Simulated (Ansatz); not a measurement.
FH₅OSi₂ (SMILES F[SiH][OH+][SiH3]) (charge +1, doublet)

Input

```
crystal:
  periodic: [false, false, false]
  atoms:
    - {symbol: F, position_ang: [-3.056460, 1.621203, -0.905216]}
    - {symbol: O, position_ang: [-0.631343, 0.893736, -1.363868]}
    - {symbol: Si, position_ang: [-1.971728, 1.939092, -2.029167]}
    - {symbol: Si, position_ang: [1.116558, 0.728379, -1.859491]}
    - {symbol: H, position_ang: [-1.399578, 3.313250, -1.923599]}
    - {symbol: H, position_ang: [-0.935513, 0.318162, -0.629280]}
    - {symbol: H, position_ang: [1.865504, 1.225873, -0.695463]}
    - {symbol: H, position_ang: [1.124513, 1.610487, -3.037318]}
    - {symbol: H, position_ang: [1.264166, -0.707327, -2.142503]}
basis:
  gaussian:
    orbitals: def2-TZVPD
total_charge: 1
magnetization:
  spin_polarized: true
  initial_magnetization: 1
hamiltonian:
  xc: {name: PBE0}
output: {forces: true, orbitals: {seedname: orbitals}}
```

Command:

```sh
ansatz run input.yaml --threads 1 --pin off --max-ram 2610MiB --events-out events.jsonl --progress --plain --runs-dir runs
```

Geometry: B3LYP/6-31G*.

The calculation used isolated molecule in a Gaussian basis; Kohn-Sham density functional theory, functional PBE0 in Ansatz.

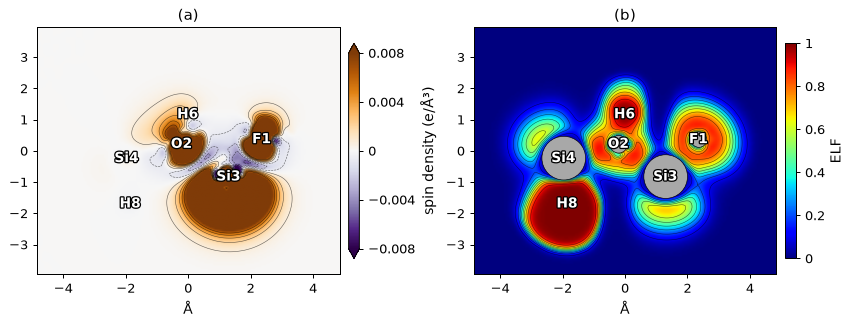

Figure 1. (a) spin density (α minus β); (b) ELF on the plane of atoms F1, Si3 and O2. Grey discs cover the atomic cores in the ELF map.

Describe what can be read from this map.

Answer. Atoms in the plane: F, O, Si and H. Si–F (1.59 Å): the ELF peaks at about 0.85 in the valence shell of F, 0.6 Å from its nucleus, and is about 0.50 at the midpoint. Si–O (1.82 Å): the ELF peaks at about 0.90 between the atoms; a polar covalent bond. O–H (0.98 Å): the ELF climbs to about 1 towards the hydrogen, as it does in any bond to H: an ordinary covalent bond to hydrogen. Si–H (1.47 Å): the ELF climbs to about 1 towards the hydrogen. The ELF also peaks beside F1, away from the bonds: non-bonding electrons, paired or unpaired. The unpaired spin (1 electron) lies mostly on Si3 (about 0.8) and H5 (about 0.1), in electrons by Hirshfeld's partition.

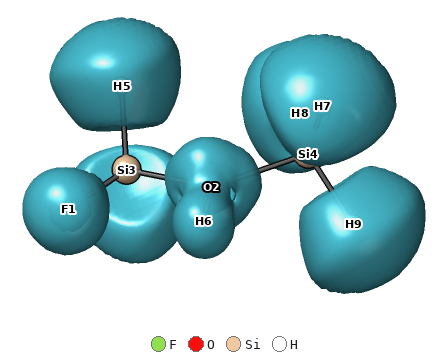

Figure 2. Isosurface of the ELF at 0.75 (cyan), seen at a tilt. Only the valence region is drawn (cores and ρ < 0.01 e/Å³ removed).

What do the ELF domains correspond to?

Answer. The surface consists of four regions around hydrogen nuclei, one lobe on Si, pointing away from the bonds (non-bonding electrons), one region wrapped around F (its lone pairs, merged into a ring or cap) and one joined region spread over several atoms (H, O), in which their bonds and any lone pairs are merged.

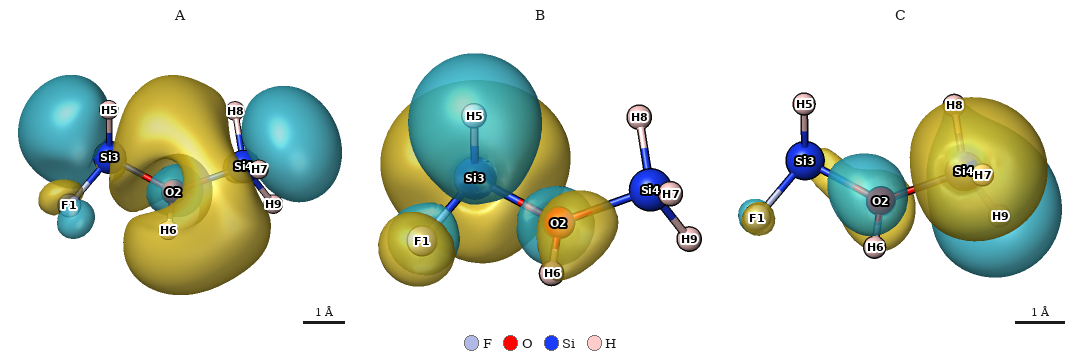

Figure 3. Three frontier orbitals at ±0.06 Å⁻³ᐟ² (yellow and cyan are the two phases), in no order.

Which picture is the HOMO−1, the HOMO and the LUMO? All are α orbitals.

Answer. C is the HOMO−1 (α) (−15.13 eV). It lies mainly on Si4 (about 40 %), H7 (about 25 %), H9 (about 25 %) and O2 (about 10 %). B is the HOMO (α) (−12.42 eV). By Hirshfeld shares it lies mainly on Si3 (about 70 %), H5 (about 15 %), F1 (about 5 %) and O2 (about 5 %). A is the LUMO (α) (−6.29 eV). By Hirshfeld shares it lies mainly on Si4 (about 30 %), Si3 (about 30 %), O2 (about 10 %) and H6 (about 10 %).

What is the gap between the highest occupied and lowest empty α orbitals?

Answer. 6.13 eV between the orbital energies.
